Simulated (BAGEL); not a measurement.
# CHClFNOSi (SMILES O=C=N[SiH](F)Cl): a chain of runs

Aim: a single-point energy (HF/def2-SVP), then the energy (NEVPT2(2,2)/def2-SVP) of CHClFNOSi. 

The calculation is run with BAGEL 1.2.2.

2 further runs of the same task are left out: 2 set aside as unsound or not needed.

## 1. The system as given

CHClFNOSi has 7 atoms, charge 0, and is taken as a singlet. SMILES: `O=C=N[SiH](F)Cl`. The Si4–F5 distance was set to 4.426 Å, away from the relaxed value. At this shape a bond of the SMILES string is far longer than usual.

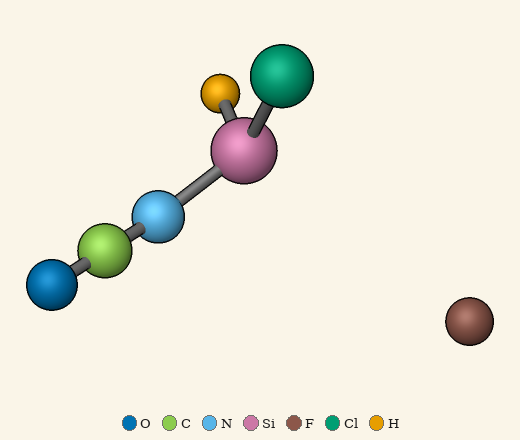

Viewed from a chosen angle; oxygen blue, carbon green, nitrogen blue, silicon pink, fluorine brown, chlorine teal, hydrogen amber.

## 2. The energy at HF/def2-SVP (density fitting with svp-jkfit) (run 1)

calc.json reads:

```json
{ "bagel" : [

{
  "title" : "molecule",
  "basis" : "svp",
  "df_basis" : "svp-jkfit",
  "angstrom" : true,
  "geometry" : [
    { "atom" : "O", "xyz" : [   -1.330217,   -3.384758,    3.220557 ] },
    { "atom" : "C", "xyz" : [   -1.633217,   -2.586958,    2.436457 ] },
    { "atom" : "N", "xyz" : [   -1.946117,   -1.798258,    1.590157 ] },
    { "atom" : "Si", "xyz" : [   -2.419617,   -0.305258,    0.965157 ] },
    { "atom" : "F", "xyz" : [    0.917700,    1.292700,   -1.464400 ] },
    { "atom" : "Cl", "xyz" : [   -2.798317,    1.006342,    2.465857 ] },
    { "atom" : "H", "xyz" : [   -3.601517,   -0.455558,    0.111657 ] }
  ]
},
{ "title" : "hf" },
{ "title" : "print", "file" : "orbitals.molden", "orbitals" : true }

]}
```

The run is started by

```
$ BAGEL_NUM_THREADS=1 BAGEL calc.json > calc.out
```

The program printed:

```text
* using 1 threads per process

  ===============================================================
  ===============================================================

  *** Geometry ***

  { "atom" : "O", "xyz" : [     -2.513746,     -6.396266,      6.085971 ] },
  { "atom" : "C", "xyz" : [     -3.086333,     -4.888642,      4.604236 ] },
  { "atom" : "N", "xyz" : [     -3.677628,     -3.398215,      3.004961 ] },
  { "atom" : "Si", "xyz" : [     -4.572413,     -0.576854,      1.823882 ] },
  { "atom" : "F", "xyz" : [      1.734202,      2.442849,     -2.767315 ] },
  { "atom" : "Cl", "xyz" : [     -5.288053,      1.901711,      4.659794 ] },
  { "atom" : "H", "xyz" : [     -6.805881,     -0.860880,      0.211001 ] },

  Number of auxiliary basis functions:      580

  Since a DF basis is specified, we compute 2- and 3-index integrals:
    o Being stored without compression. Storage requirement is 0.044 GB

  Number of basis functions:       97
  Number of electrons      :       62

    * METHOD: MOLECULE                             0.35

  *** RHF ***

  === Nuclear Repulsion ===
   285.5828918789

      * DIIS with orbital gradients will be used.

  === RHF iteration (svp) ===
      0      -1014.62281328          0.01921361           0.14
      1      -1009.44290047          0.03819990           0.13
      2      -1014.82415091          0.01254740           0.13
      3      -1014.93623090          0.00669473           0.14
      4      -1014.98548363          0.00159774           0.14
      5      -1014.99098122          0.00072552           0.14
      6      -1014.99613130          0.00064257           0.13
      7      -1015.00005746          0.00115191           0.14
      8      -1015.00087648          0.00060598           0.13
      9      -1015.00216632          0.00010715           0.14
     10      -1015.00218038          0.00004455           0.14
     11      -1015.00218412          0.00002295           0.13
     12      -1015.00218621          0.00001073           0.13
     13      -1015.00218644          0.00001001           0.13
     14      -1015.00218665          0.00000447           0.13
     15      -1015.00218689          0.00000390           0.13
     16      -1015.00218725          0.00000315           0.13
     17      -1015.00218771          0.00000144           0.13
     18      -1015.00218777          0.00000061           0.13
     19      -1015.00218778          0.00000035           0.13
     20      -1015.00218778          0.00000014           0.14
     21      -1015.00218778          0.00000008           0.13
     22      -1015.00218778          0.00000003           0.14
     23      -1015.00218778          0.00000001           0.13
     24      -1015.00218778          0.00000001           0.13
    * SCF iteration converged.

    * Permanent dipole moment:
           (    4.247889,     1.963841,    -2.894757) a.u.

    * METHOD: HF                                   3.63

    * METHOD: PRINT                                0.03

  ===============================================================
```

Wall time 4.2 s (1 thread of Arm Neoverse V1, shared host); peak memory 0.17 GiB.

## 3. A single-point energy at NEVPT2(2,2)/def2-SVP (density fitting with svp-jkfit) (run 2)

input.json reads:

```json
{ "bagel": [

{
  "title": "molecule",
  "basis": "svp",
  "df_basis": "svp-jkfit",
  "angstrom": true,
  "geometry": [
    { "atom": "O", "xyz": [   -1.330217,   -3.384758,    3.220557 ] },
    { "atom": "C", "xyz": [   -1.633217,   -2.586958,    2.436457 ] },
    { "atom": "N", "xyz": [   -1.946117,   -1.798258,    1.590157 ] },
    { "atom": "Si", "xyz": [   -2.419617,   -0.305258,    0.965157 ] },
    { "atom": "F", "xyz": [    0.917700,    1.292700,   -1.464400 ] },
    { "atom": "Cl", "xyz": [   -2.798317,    1.006342,    2.465857 ] },
    { "atom": "H", "xyz": [   -3.601517,   -0.455558,    0.111657 ] }
  ]
},
{ "title": "hf" },
{ "title": "casscf", "nstate": 1, "nact": 2, "nclosed": 30, "active": [31, 32], "maxiter": 200, "natocc": true },
{ "title": "nevpt2", "nstate": 1, "nact": 2, "nclosed": 30, "active": [31, 32], "maxiter": 200, "natocc": true, "ncore": 14 },
{ "title": "print", "file": "orbitals.molden", "orbitals": true }

]}
```

The run is started by

```
$ BAGEL_NUM_THREADS=1 BAGEL input.json > input.out
```

The program printed:

```text
* using 1 threads per process

  ===============================================================
  ===============================================================

  *** Geometry ***

  { "atom" : "O", "xyz" : [     -2.513746,     -6.396266,      6.085971 ] },
  { "atom" : "C", "xyz" : [     -3.086333,     -4.888642,      4.604236 ] },
  { "atom" : "N", "xyz" : [     -3.677628,     -3.398215,      3.004961 ] },
  { "atom" : "Si", "xyz" : [     -4.572413,     -0.576854,      1.823882 ] },
  { "atom" : "F", "xyz" : [      1.734202,      2.442849,     -2.767315 ] },
  { "atom" : "Cl", "xyz" : [     -5.288053,      1.901711,      4.659794 ] },
  { "atom" : "H", "xyz" : [     -6.805881,     -0.860880,      0.211001 ] },

  Number of auxiliary basis functions:      580

[... 21 lines left out ...]
    * SCF iteration converged.
[... 1 line left out ...]
    * Permanent dipole moment:
[... 27 lines left out ...]
    * Second-order optimization converged. *

     guess   0:   closed 1.                   open ..

  === FCI iteration ===

      0  0     -1014.90907376     1.54e-01      0.00
      1  0     -1015.12810381     5.55e-02      0.00
      2  0 *   -1015.16533086     8.02e-16      0.00

     * ci vector, state   0, <S^2> = 0.0000
       2.     0.7288333728
       .2    -0.6846911090

    * METHOD: CASSCF                              10.65

    * freezing 14 orbitals

  === DF-NEVPT2 calculation ===

    * 3-index integral transformation done
    * assembly done

      NEVPT2 correlation energy:   -0.8019823697      0.30

          (+0)     -0.7172211938
          (+0)'    -0.0107814218
          (+1)     -0.0197237658
          (+1)'    -0.0000000000
          (+2)     -0.0000077515
          (-1)     -0.0542342461
          (-1)'     0.0000000000
          (-2)     -0.0000139907

      NEVPT2 total energy:       -1015.9673132266

    * METHOD: NEVPT2                               0.53

    * METHOD: PRINT                                0.03

  ===============================================================
```

It took 15 s on 1 thread of Arm Neoverse V1, shared host; peak memory 0.17 GiB.

## 4. Results

| quantity | value |
| --- | --- |
| run 1, HF/def2-SVP: total energy | -1015.00219 Eh |
| run 1, HF/def2-SVP: dipole moment | 13.99 D |
| run 1, HF/def2-SVP: HOMO energy | -7.76 eV |
| run 1, HF/def2-SVP: LUMO energy | -3.51 eV |
| run 1, HF/def2-SVP: HOMO–LUMO gap | 4.25 eV |
| run 2, NEVPT2(2,2)/def2-SVP: total energy | -1015.96731 Eh |

In words: One bond (run 1, HF/def2-SVP) is far stretched, which a spin-restricted single reference describes badly; a broken-symmetry solution may lie lower.
